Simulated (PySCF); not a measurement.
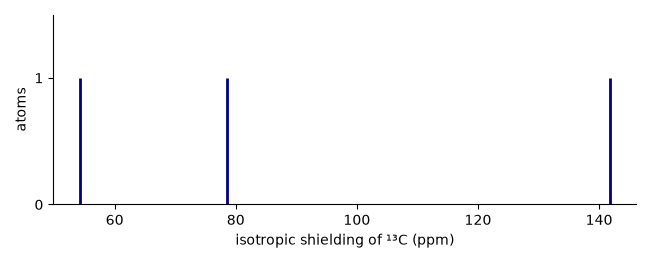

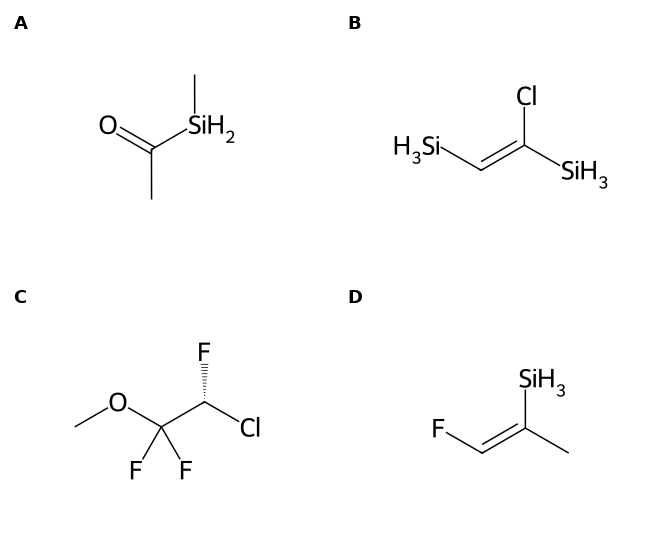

The sticks are computed shieldings of one of the molecules, for one fixed geometry (PBE0-D3(BJ)/def2-SVP) without averaging over rotations. Low shielding means a high chemical shift. Method: GIAO PBE0/pcSseg-0 NMR shielding, non-relativistic, gas phase (PySCF 2.14.0).

Question: Match the spectrum to a structure.

Answer: C, `COC(F)(F)[C@H](F)Cl`. Its 3 C atoms give lines at 54.2, 78.5, 141.8 ppm.
